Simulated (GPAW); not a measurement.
**[NO2]+ (SMILES O=[N+]=O): a chain of runs**

We compute a geometry optimisation (AM05/dz(dzp)), then vibrational wavenumbers (AM05/dz(dzp)), then the vertical excitations (TD-AM05/dzp) of [NO2]+. 

The results are computed with GPAW 26.7.0.

1 further run of the same task is left out (set aside as unsound or not needed).

### 1 Starting point

The species is [NO2]+ (3 atoms), meant as a singlet with charge +1. SMILES: `O=[N+]=O`. All atoms were displaced at random from a relaxed shape. The run starts from this shape.

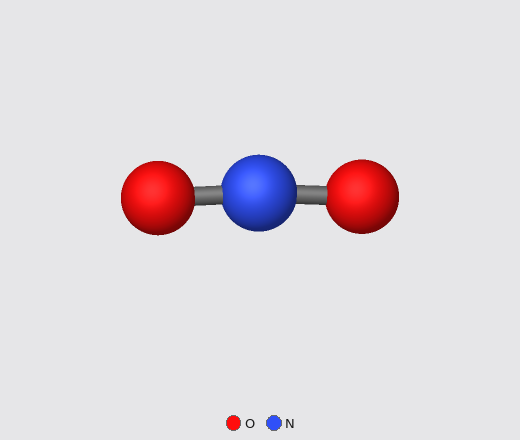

The structure, seen from a chosen angle (oxygen red, nitrogen blue).

### 2 A geometry optimisation at AM05/dz(dzp) (scalar-relativistic datasets) (run 1)

Input file NO2_relax.py:

```python
from ase import Atoms
from ase.io import write
from ase.optimize import LBFGS
from gpaw import GPAW, setup_paths
from gpaw.atom.configurations import parameters
from gpaw.atom.generator import Generator

# Set up the molecule
system = Atoms("ONO",
    positions=[[ -0.545605,   0.926391,  -0.182517],
               [  0.015712,   0.033950,  -0.009149],
               [  0.521290,  -0.907650,   0.219521]])
system.center(vacuum=4.0)

# No datasets are shipped for this functional: make them
for symbol in ["N", "O"]:
    Generator(symbol, xcname="AM05", scalarrel=True, nofiles=True, txt=None).run(**parameters[symbol])
setup_paths.insert(0, ".")

# DFT calculator
dft = GPAW(mode="lcao",
           basis="dz(dzp)",
           h=0.22,
           xc="AM05",
           charge=1,
           maxiter=100,
           symmetry="off",
           txt="-")
system.calc = dft

opt = LBFGS(system, trajectory="NO2.traj")
converged = opt.run(fmax=0.03, steps=40)
print("Converged:", converged)
print(f"Final energy            {system.get_potential_energy():.5f} eV")
print(f"r(O2-N1) = {system.get_distance(2, 1):.4f} Ang")
print(f"r(N1-O0) = {system.get_distance(1, 0):.4f} Ang")
write("relaxed.xyz", system)
```

Run with:

```sh
$ python NO2_relax.py
```

What it wrote:

```text
[...]
Number of symmetries: 1
[...]
  Number of IBZ points: 1
[...]
basis functions: 24
Spin-components: 1 (collinear spins)
Bands:           12
[...]
  Valence electrons: 17.0
[...]
  Grid points: [40 44 40]
  Charge: 1.0  # |e|
[...]
    cutoffs:
[...]
occupation numbers:
  # Zero width
[...]
xc functional:
  name: AM05 with 2 nearest neighbor stencil
[...]
|iter     |     time |      energy | eigst |  dens |
[...]
|iter:   1| 00:00:01 |   -5.631320 |      c|       |
[...]
Converged in 10 steps
[...]
dipole moment: (4.541257, 4.945698, 4.181873)  # |e|*Ang
Fermi level: -15.753
[...]
Converged in 10 steps
[...]
Converged in 5 steps
[...]
Converged in 5 steps
[...]
Converged in 5 steps
[...]
|iter:   4| 00:00:42 |   -5.043197c|      c| -4.03c|
Converged in 4 steps
[...]
Energy contributions relative to reference atoms: (reference = -5532.830327)
Energy contributions:
  Kinetic:           4.102542
  Coulomb:          -4.457285
  Zero:              1.655208
  External:          0.000000
  Xc:               -6.343662
  Entropy:           0.000000
  Spinorbit:         0.000000
  ----------------------------
  Free energy:      -5.043197
  Extrapolated:     -5.043197
dipole moment: (4.533913, 4.925454, 4.095417)  # |e|*Ang
Fermi level: -16.244
[...]
Gap: 5.915 eV
Transition (v -> c):
[...]
Forces  # eV/Ang
|        x |       y |        z |
|----------|---------|----------|
| -0.01136 | 0.01726 | -0.00135 |  # O    0
|  0.00236 | 0.01608 | -0.00807 |  # N    1
|  0.00845 | 0.02064 |  0.00557 |  # O    2
Force computation time: 0.017  # s
LBFGS:   23 hh:mm:ss       -5.043197        0.022983
Converged: True
Final energy            -5.04320 eV
r(O2-N1) = 1.1837 Ang
r(N1-O0) = 1.1830 Ang
```

It took 43 s on 1 thread of Arm Neoverse V2, shared host; peak memory 0.28 GiB.

The path in brief:

```
step  energy from the first frame kept (eV)  largest force (eV/Å)
   0                                 0.0000               16.2261
   1                                -0.6795                7.4880
   2                                -1.0935                4.9718
   3                                -1.2894                1.8471
   4                                -1.3058                0.9911
   5                                -1.3100                0.2680
   6                                -1.3117                0.2589
   7                                -1.3149                0.3575
   8                                -1.3182                0.4275
   9                                -1.3221                0.5201
  10                                -1.3265                0.6679
  11                                -1.3377                0.3439
  12                                -1.3406                0.1967
  13                                -1.3426                0.2149
  14                                -1.3437                0.2277
  15                                -1.3458                0.2571
  16                                -1.3482                0.4480
  17                                -1.3502                0.1597
  18                                -1.3509                0.1011
  19                                -1.3513                0.0901
  20                                -1.3516                0.0907
  21                                -1.3519                0.0667
  22                                -1.3520                0.0381
  23                                -1.3520                0.0230
```

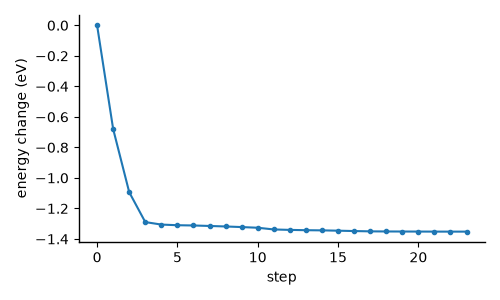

Energy along the run.

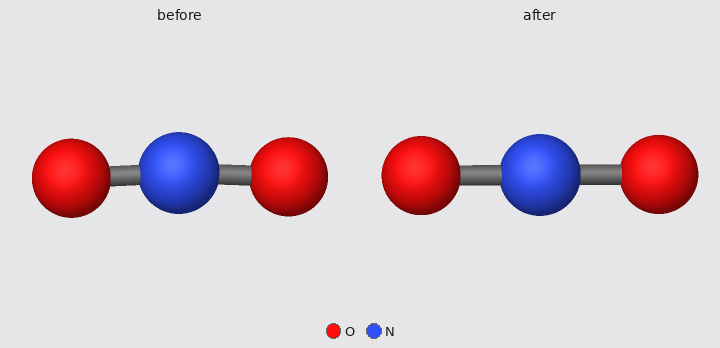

Before and after, at one scale.

After the run. Bond lengths: O1–N2 1.183 Å, N2–O3 1.184 Å. Angles: O1–N2–O3 179.8°.

### 3 Vibrational wavenumbers at AM05/dz(dzp) (scalar-relativistic datasets, shape linear) (run 2)

Input file relaxed.xyz:

```xyz
3
Lattice="9.066895 0.0 0.0 0.0 9.834041 0.0 0.0 0.0 8.402038" Properties=species:S:1:pos:R:3:magmoms:R:1:forces:R:3 free_energy=-5.043196759626002 energy=-5.043196759626002 dipole="4.533912978672438 4.925454228256001 4.0954170334688245" magmom=0.0 pbc="F F F"
O        3.95690628       5.93519776       3.88442902       0.00000000      -0.01136086       0.01726367      -0.00134970
N        4.53495736       4.92515074       4.09665258       0.00000000       0.00236093       0.01608123      -0.00806579
O        5.11106826       3.91274610       4.30705886       0.00000000       0.00844565       0.02063697       0.00556704
```

Input file vib.py:

```python
from ase.io import read
from ase.thermochemistry import IdealGasThermo
from ase.vibrations import Vibrations
from gpaw import GPAW, setup_paths
from gpaw.atom.configurations import parameters
from gpaw.atom.generator import Generator

# Structure
atoms = read("relaxed.xyz")

# PAW datasets for this functional
for symbol in ["N", "O"]:
    Generator(symbol, xcname="AM05", scalarrel=True, nofiles=True, txt=None).run(**parameters[symbol])
setup_paths.insert(0, ".")

# DFT calculator
calculator = GPAW(mode="lcao",
                  basis="dz(dzp)",
                  h=0.22,
                  xc="AM05",
                  charge=1,
                  convergence={"density": 1e-05},
                  maxiter=100,
                  symmetry="off",
                  txt="mol.txt")
atoms.calc = calculator

energy = atoms.get_potential_energy()
vib = Vibrations(atoms, delta=0.01)
vib.run()
vib.summary()
freqs = vib.get_frequencies()
zpe = vib.get_zero_point_energy()

thermo = IdealGasThermo(vib_energies=vib.get_energies(), potentialenergy=energy, atoms=atoms, geometry="linear",
                        symmetrynumber=2, spin=0.0, ignore_imag_modes=True)
H = thermo.get_enthalpy(600.0, verbose=False)
S = thermo.get_entropy(600.0, 100000.0, verbose=False)
G = thermo.get_gibbs_energy(temperature=600.0, pressure=100000.0)
```

Run with:

```sh
$ python vib.py
```

What it wrote:

```text
---------------------
  #    meV     cm^-1
---------------------
  0   23.9     192.8
  1   39.0     314.3
  2   42.8     345.4
  3   45.5     367.2
  4   45.8     369.6
  5   80.2     647.0
  6   82.2     662.9
  7  158.8    1280.5
  8  269.2    2171.4
---------------------
Zero-point energy: 0.394 eV
Enthalpy components at T = 600.00 K:
===============================
Enthalpy components at T = 600.00 K:
===============================
E_pot                 -5.043 eV
E_ZPE                  0.295 eV
Cv_trans (0->T)        0.078 eV
Cv_rot (0->T)          0.052 eV
Cv_vib (0->T)          0.052 eV
-------------------------------
U                     -4.567 eV
===============================
(C_v -> C_p)           0.052 eV
-------------------------------
H                     -4.515 eV
===============================

Entropy components at T = 600.00 K and P = 100000.0 Pa:
=================================================
{"":15s}{"S":13s}     {"T*S:13s}
S_trans (1 bar)    0.0017738 eV/K        1.064 eV
S_rot              0.0006306 eV/K        0.378 eV
S_elec             0.0000000 eV/K        0.000 eV
S_vib              0.0001312 eV/K        0.079 eV
S (1 bar -> P)    -0.0000000 eV/K       -0.000 eV
-------------------------------------------------
S                  0.0025355 eV/K        1.521 eV
=================================================

Free energy components at T = 600.00 K and P = 100000.0 Pa:
=======================
    H         -4.515 eV
 -T*S         -1.521 eV
-----------------------
    G         -6.036 eV
=======================
```

mol.txt:

```text
__  _  _
 | _ |_)|_||  |
 |__||  | ||/\| - 26.7.0

units:  Angstrom and eV
cores:  1
OpenMP: False

Versions:
  Python: 3.12.14
  ASE:    3.29.0
  Numpy:  2.5.5
  Scipy:  1.18.1
  Libxc:  7.0.0

        _gpaw.cpython-312-aarch64-linux-gnu.so

[... 152 lines left out ...]
Reference energy: -5532.830327  # eV
[... 155 lines left out ...]
convergence criteria:
[... 28 lines left out ...]
  Free energy:      -5.042486
[... 64 lines left out ...]
- Maximum [total energy] change in last 3 cyles: 0.0005 eV / valence electron
[... 29 lines left out ...]
dipole moment: (4.533508, 4.926209, 4.098014)  # |e|*Ang
[... 11 lines left out ...]
Gap: 5.901 eV
Transition (v -> c):
  (s=0, k=0, n=7, [0.00, 0.00, 0.00]) -> (s=0, k=0, n=8, [0.00, 0.00, 0.00])
No difference between direct/indirect transitions
vacuum-level: 0.000  # V

Forces  # eV/Ang
|        x |        y |        z |
|----------|----------|----------|
| -0.00716 |  0.01806 | -0.03114 |  # O    0
|  0.07108 | -0.10443 |  0.07309 |  # N    1
| -0.07873 |  0.14569 | -0.11910 |  # O    2

Force computation time: 0.019  # s

timing:  # [seconds]
  Total:  46.833  # ━━━━━━━━━━━━━━━━━━━━━━━━━━━━━━━━━━━━━━━━━━━━━━━━━━━━━━━━━
  Init:    1.267  # ━╸
  SCF:    39.765  # ━━━━━━━━━━━━━━━━━━━━━━━━━━━━━━━━━━━━━━━━━━━━━━━━╸
  Forces:  0.340  # ╸
  Move:    5.359  # ━━━━━━╸
```

Run time: 48 s. Hardware: 1 thread of Arm Neoverse V2, shared host; peak memory 0.3 GiB.

### 4 The vertical excitations at TD-AM05/dzp (scalar-relativistic datasets, kernel LDA, restrict set) (run 3)

relaxed.xyz is that of step 3.

Input file no2_lr.py:

```python
from ase.io import read
from ase.units import Hartree
from gpaw import GPAW, setup_paths
from gpaw.atom.configurations import parameters
from gpaw.atom.generator import Generator
from gpaw.lrtddft import LrTDDFT

# Geometry
atoms = read("relaxed.xyz")

# No datasets are shipped for this functional: make them
for symbol in ["N", "O"]:
    Generator(symbol, xcname="AM05", scalarrel=True, nofiles=True, txt=None).run(**parameters[symbol])
setup_paths.insert(0, ".")

# DFT calculator
calc = GPAW(mode="lcao",
            basis="dzp",
            h=0.22,
            xc="AM05",
            charge=1,
            nbands="nao",
            maxiter=100,
            symmetry="off",
            legacy_gpaw=True,
            txt="-")
atoms.calc = calc
atoms.get_potential_energy()

# Casida equation
lr = LrTDDFT(calc, xc="LDA", nspins=2, restrict={"jend": 11, "istart": 2}, txt="lr.txt")
lr, triplets = lr.singlets_triplets()
triplets.diagonalize()
lr.diagonalize()
energies = [x.get_energy() * Hartree for x in lr][:4]
strengths = [x.get_oscillator_strength()[0] for x in lr][:4]
for n, (e, f) in enumerate(zip(energies, strengths), 1):
    print(f'{n:3d} {e:8.3f} eV  f = {f:.4f}')
e_triplets = [x.get_energy() * Hartree for x in triplets][:4]
print('Triplets (eV):', [round(e, 3) for e in e_triplets])
```

Run with:

```sh
$ python3 -u no2_lr.py | tee no2_lr.out
```

What it wrote:

```text
___ ___ ___ _ _ _
 |   |   |_  | | | |
 | | | | | . | | | |
 |__ |  _|___|_____|  26.7.0
 |___|_|

units:  Angstrom and eV
cores:  1
OpenMP: False

Versions:
  Python: 3.12.14
  ASE:    3.29.0
  Numpy:  2.5.5
  Scipy:  1.18.1
  Libxc:  7.0.0

        _gpaw.cpython-312-aarch64-linux-gnu.so

Input parameters:
  basis: dzp
  charge: 1
  h: 0.22
  maxiter: 100
  mode: lcao
  nbands: nao
  symmetry: off
  xc: AM05

System changes: positions, numbers, cell, pbc, initial_charges, initial_magmoms

Initialize ...

[... 71 lines left out ...]
Reference energy: -5532.830327  # eV
[... 4 lines left out ...]
 Maximum [total energy] change in last 3 cyles: 0.0005 eV / valence electron
[... 14 lines left out ...]
       k-points in crystal coordinates                weights
[... 111 lines left out ...]
Converged after 9 iterations.
[... 13 lines left out ...]
Free energy:     -7.541439
[... 59 lines left out ...]
Dipole moment: (4.534013, 4.925490, 4.095286) |e|*Ang
[... 1 line left out ...]
Energy contributions relative to reference atoms: (reference = -5532.830327)

Kinetic:        -10.610253
Potential:       +7.504250
External:        +0.000000
XC:              -6.046951
Entropy (-ST):   +0.000000
Local:           +1.611515
SIC:             +0.000000
--------------------------
Free energy:     -7.541439
Extrapolated:    -7.541439

 Band  Eigenvalues  Occupancy
    0    -42.42208    2.00000
    1    -39.77590    2.00000
    2    -25.76911    2.00000
[... 35 lines of this table left out ...]
   38     66.48649    0.00000

Fermi level: -16.02206

Gap: 6.254 eV
Transition (v -> c):
  (s=0, k=0, n=7, [0.00, 0.00, 0.00]) -> (s=0, k=0, n=8, [0.00, 0.00, 0.00])
No difference between direct/indirect transitions
IndexError: list index out of range
```

It took 4.2 s on 1 thread of Arm Neoverse V2, shared host; peak memory 0.21 GiB.

The job broke off with an error.

### 5 Results

| quantity | value |
| --- | --- |
| run 1, AM05/dz(dzp): energy as printed (from the program's reference atoms) | -5.0432 eV |
| run 1, AM05/dz(dzp): HOMO energy | -19.20 eV |
| run 1, AM05/dz(dzp): LUMO energy | -13.29 eV |
| run 1, AM05/dz(dzp): HOMO–LUMO gap | 5.91 eV |
| run 2, AM05/dz(dzp): lowest harmonic wavenumber | 647 cm⁻¹ |
| run 2, AM05/dz(dzp): highest harmonic wavenumber | 2171 cm⁻¹ |
| run 2, AM05/dz(dzp): zero-point energy | 28.5 kJ/mol |
| run 2, AM05/dz(dzp): ideal-gas entropy at 600 K and 100000 Pa (symmetry number 2 as used) | 58.5 cal/(mol K) |
| run 3, TD-AM05/dzp | no result (crashed) |

**Reading.** The optimisation (run 1, AM05/dz(dzp)) took 23 steps and changed the energy by -1.352 eV. All 4 modes (run 2, AM05/dz(dzp)) are real, so the shape is a minimum at this level. 1 of the 3 runs did not end normally.
